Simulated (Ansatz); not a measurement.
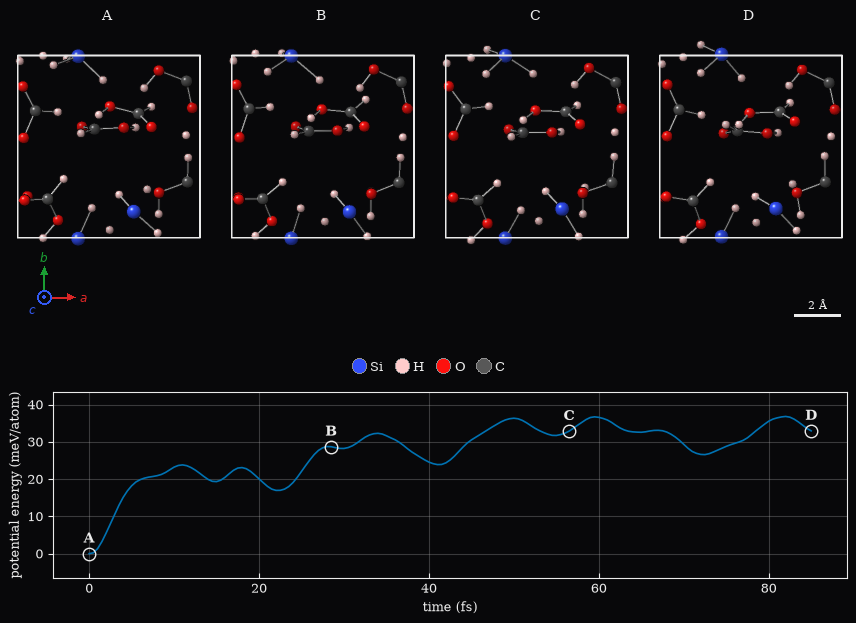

Molecular dynamics of a periodic cell with 2 SiH4 + 6 HCOOH at 1.117 g/cm³, 85 fs long. Frames (A at 0 fs, B at 28 fs, C at 56 fs, D at 85 fs) and the history of the run. Style: ball-and-stick. Shown: the simulation cell, along the c axis.

Level of theory: Ansatz 0.2.0, DFT PBEsol, scalar-relativistic, plane waves, PAW. Settings: plane-wave cutoff 420 eV; k-point mesh 1 × 1 × 1; Fermi-Dirac smearing 0.02 eV; low-accuracy preset; Langevin thermostat (NVT); set temperature 350 K; time step 0.5 fs; H given the mass 2.014 u; friction 0.02 per fs.

The input:
```yaml
accuracy: low
crystal:
  lattice:
    - [7.967577, 0.0, 0.0]
    - [0.0, 7.967577, 0.0]
    - [0.0, 0.0, 7.967577]
  atoms:
    - { symbol: Si, position: [0.3319478, 0.99531087, 0.37414039] }
    - { symbol: H, position: [0.40712635, 1.16344617, 0.40863346] }
    - { symbol: H, position: [0.19674673, 0.94668427, 0.49434575] }
    - { symbol: H, position: [0.26928908, 0.9824877, 0.19792082] }
    - { symbol: H, position: [0.46849638, 0.86495507, 0.39136277] }
    - { symbol: Si, position: [0.63692769, 0.14336154, -0.05361724] }
    - { symbol: H, position: [0.71075088, 0.26525876, 0.06748559] }
    - { symbol: H, position: [0.50453448, 0.04292938, 0.03502863] }
    - { symbol: H, position: [0.55660392, 0.23606327, -0.19575429] }
    - { symbol: H, position: [0.76807209, 0.02644999, -0.11863561] }
    - { symbol: O, position: [0.03354965, 0.54745678, 0.76374558] }
    - { symbol: C, position: [0.09707468, 0.6964435, 0.73350611] }
    - { symbol: O, position: [0.02879006, 0.82998506, 0.76750057] }
    - { symbol: H, position: [-0.07618788, 0.56253757, 0.82852782] }
    - { symbol: H, position: [0.22073978, 0.68964817, 0.66963515] }
    - { symbol: O, position: [0.22118699, 0.09674004, 0.78762816] }
    - { symbol: C, position: [0.16527981, 0.21294924, 0.89260188] }
    - { symbol: O, position: [0.03843709, 0.20588568, 0.97690915] }
    - { symbol: H, position: [0.13978017, -0.0014108, 0.78371019] }
    - { symbol: H, position: [0.2524472, 0.32260736, 0.89373477] }
    - { symbol: O, position: [0.77382905, 0.91705105, 0.28702654] }
    - { symbol: C, position: [0.92600199, 0.85914167, 0.23466623] }
    - { symbol: O, position: [0.95715017, 0.7119787, 0.20895604] }
    - { symbol: H, position: [0.69411754, 0.82094343, 0.2906446] }
    - { symbol: H, position: [1.01279625, 0.96801269, 0.22337713] }
    - { symbol: O, position: [0.5059606, 0.72058713, 0.76436698] }
    - { symbol: C, position: [0.66309702, 0.68099948, 0.76926647] }
    - { symbol: O, position: [0.7337366, 0.60758914, 0.88670895] }
    - { symbol: H, position: [0.44561742, 0.67458182, 0.873667] }
    - { symbol: H, position: [0.73364908, 0.7185413, 0.65541898] }
    - { symbol: O, position: [0.77501594, 0.24754829, 0.42276192] }
    - { symbol: C, position: [0.93138777, 0.30601454, 0.41562536] }
    - { symbol: O, position: [1.0535304, 0.22730757, 0.37104028] }
    - { symbol: H, position: [0.77351573, 0.130009, 0.37954532] }
    - { symbol: H, position: [0.93548206, 0.43949707, 0.45624682] }
    - { symbol: O, position: [0.58283197, 0.60366148, 0.18133679] }
    - { symbol: C, position: [0.42067044, 0.59590466, 0.15420167] }
    - { symbol: O, position: [0.35269115, 0.60888143, 0.01623584] }
    - { symbol: H, position: [0.6469738, 0.60484302, 0.06843921] }
    - { symbol: H, position: [0.34704919, 0.57269721, 0.26953311] }
basis:
  ecutwfc: 420.0
kpoints:
  mp_grid: { grid: [1, 1, 1] }
hamiltonian:
  xc: pbesol
scf:
  occupations: { method: fermi_dirac, width: 0.02 }
  lower_state_search: "off"
md:
  timestep: 0.5
  n_steps: 170
  ensemble: nvt_langevin
  temperature: 350.0
  initial_velocities: maxwell_boltzmann
  seed: 55796
  friction: 0.02
  masses: [{ species: H, mass: 2.014 }]
```

Launched with:
```bash
ansatz run input.yaml --threads 1 --pin off --max-ram 3072MiB --backend cpu --events-out ev --progress --plain --runs-dir out
```

Q: Describe the run.

A: The mean temperature in the second half is 313 K (standard deviation 24 K). The potential energy in the second half lies on average 32.5 meV per atom above the first frame. In the second half of the run the atoms are, in the root-mean-square, this far from where they began (common drift taken out): H 0.41 Å, O 0.24 Å, Si 0.23 Å, C 0.17 Å. The heavy atoms stay within a fraction of a molecule's size of their starting places; so short a run doesn't tell a liquid from a solid.

Limits of the set-up: the program's low-accuracy preset was used; masses were changed (H 2.014 u), which shifts the vibrations; the periodic images lie only 8.0 Å apart, so the values are limited by the cell's size.
